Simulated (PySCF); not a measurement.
System: C$_{5}$H$_{12}$FPSi (SMILES FC1CCP([SiH3])CC1).

Input file:

```
{"job": {"kind": "nmr", "xc": "PBE0", "basis": "pcSseg-1"}, "charge": 0, "multiplicity": 1}
F     -2.861825    -0.032765     1.137519
C     -1.922554    -0.160282     0.133567
C     -1.074618     1.097230     0.106558
C     -0.061868     1.107359    -1.032047
P      1.093941    -0.359389    -1.130510
Si     2.237851    -0.184440     0.814571
C     -0.125959    -1.719405    -0.735800
C     -1.126853    -1.428699     0.375464
H     -2.474740    -0.251697    -0.822320
H     -0.567564     1.188576     1.081635
H     -1.750678     1.964041     0.019892
H     -0.584124     1.137005    -2.004567
H      0.558265     2.017165    -0.998538
H      1.442778     0.008781     2.069370
H      3.167417     0.977952     0.672839
H      3.036140    -1.440553     0.960468
H     -0.658401    -1.920892    -1.682181
H      0.451216    -2.632160    -0.518671
H     -0.615898    -1.333600     1.348292
H     -1.838272    -2.265474     0.473419
```

Command:

```sh
OMP_NUM_THREADS=1 python probes_run.py task.json out
```

Geometry: PBE0-D3(BJ)/def2-SVP.

These are results of PBE0/pcSseg-1, SCF density, gas phase, non-relativistic in PySCF, not measurements.

Q: What will maps of the electron density and electron localisation function show?

A: C–C (1.52 Å): ρ at the midpoint is about 1.7 e/Å³; the ELF peaks at about 0.95 between the atoms: a shared electron pair.
C–H (1.10 Å): ρ is about 1.9 e/Å³ halfway; the ELF climbs to about 1 towards the hydrogen, as it does in any bond to H: a covalent bond by its length.
Si–H (1.50 Å): ρ at the midpoint is about 0.77 e/Å³; the ELF climbs to about 1 towards the hydrogen.

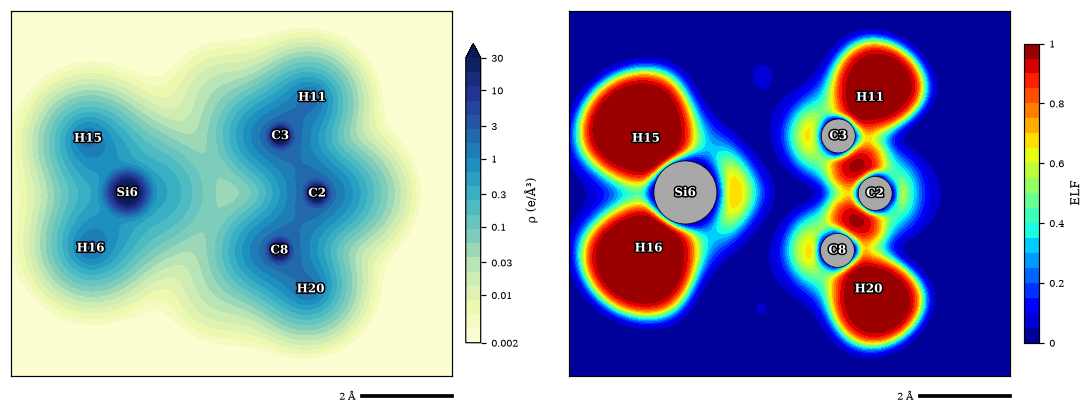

Computed electron density and electron localisation function on the plane of atoms C3, C2 and C8, in this order. Grey discs cover the atomic cores in the ELF map. 
